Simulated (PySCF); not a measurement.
## Electronic structure of C$_{2}$H$_{12}$NSi$_{3}$ (SMILES CN[SiH2][SiH]C[SiH3]) (doublet) in real space

```xyz
18

C    -3.1960   -0.4843    0.4637
N    -2.3341    0.6640    0.3620
Si   -0.8973    0.6789   -0.5931
Si    0.4212   -0.9386    0.3313
C     2.2594   -0.8748   -0.1987
Si    3.1459    0.7598    0.1722
H    -3.7994   -0.4262    1.3725
H    -3.8754   -0.5849   -0.3926
H    -2.5804   -1.3812    0.5146
H    -2.8649    1.5205    0.3941
H    -0.3806    2.0363   -0.3746
H    -1.1939    0.6030   -2.0483
H     0.0370   -2.3648    0.1683
H     2.7990   -1.6914    0.2814
H     2.3147   -1.0695   -1.2721
H     3.1018    1.0183    1.6131
H     4.5480    0.6896   -0.2557
H     2.4865    1.8514   -0.5497
```

Geometry: GFN2-xTB.

These are results of UKS B3LYP, pcH-1 on C H N Si, non-relativistic, mean-field spin-orbit, GIAO in PySCF 2.14.0, density-fitted response routines, not measurements.

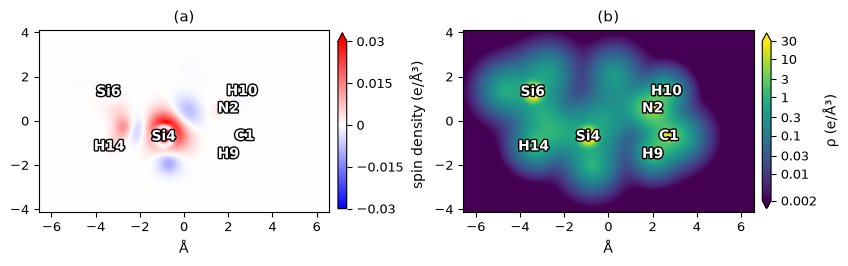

Figure 1. (a) spin density; (b) electron density on the plane of atoms N2, C1 and H9.

**Interpret the plot.**

- The plane passes through C, N, Si and H nuclei.
- C–N (1.44 Å): ρ is about 1.9 e/Å³ halfway.
- N–H (1.01 Å): the density is about 2.8 e/Å³ at the midpoint.
- C–H (1.09 Å): the density is about 2 e/Å³ at the midpoint.
- The unpaired spin (1 electron) lies mostly on Si4 (about 0.7) and Si3 (about 0.1), in electrons by Hirshfeld's partition.

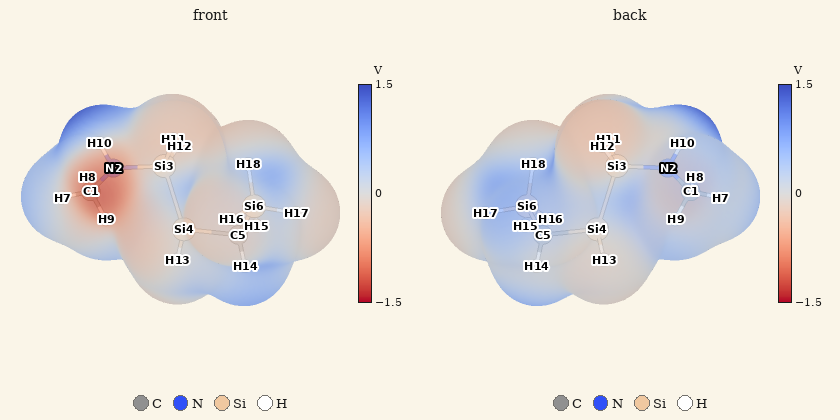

Figure 2. The molecular electrostatic potential painted on the density surface at 0.001 e/bohr³, seen from the front and from behind; the colour scale runs from red (negative) to blue (positive).

**Which sites attract a positive test charge, and which a negative one?**

A positive charge is drawn to the negative regions and a negative charge to the positive ones. The most negative region (about −1.0 V) lies over N2, the most positive (about +1.2 V) over H10. N2 is the likeliest acceptor of a hydrogen bond.
